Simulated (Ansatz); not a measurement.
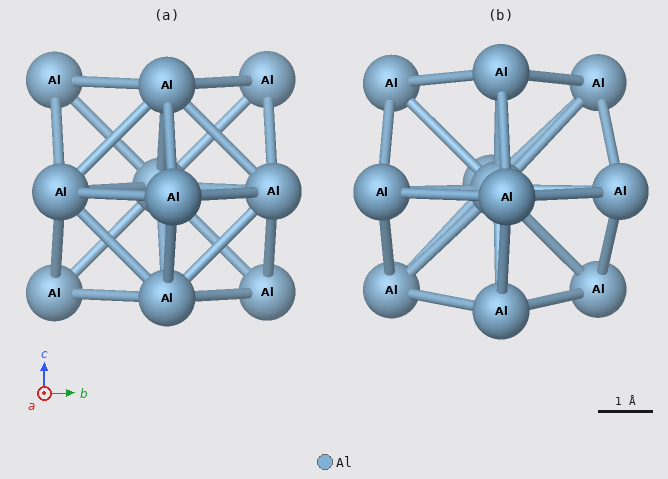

Left: perfect Al. Right: the same region with one point defect, after relaxing the atoms in a supercell of 27 sites. A ball-and-stick model of the atoms within 3.3 Å of one point, seen from a free direction.

All numbers below come from DFT r2SCAN, scalar-relativistic, plane waves, PAW in Ansatz. (plane-wave cutoff 500 eV; k-point mesh 4 × 4 × 4; occupations gaussian; smearing width 0.1 eV; no spin polarisation) The cell is small and the k-mesh coarse, so the numbers are rough. The axes drawn are those of the host's conventional cell.

Which defect is it?

Answer. An extra aluminium atom is put between the host's atoms (an interstitial).

The charge state of the cell is 0.

How does the lattice respond?

Answer. The Al atom starts with 6 Al at 2.00 Å around its place and ends with 5 Al at 2.29 to 2.40 Å. Of the host's atoms, an aluminium atom moves furthest from its site, by 1.14 Å. The Al atom itself moves 0.79 Å from where it was put.
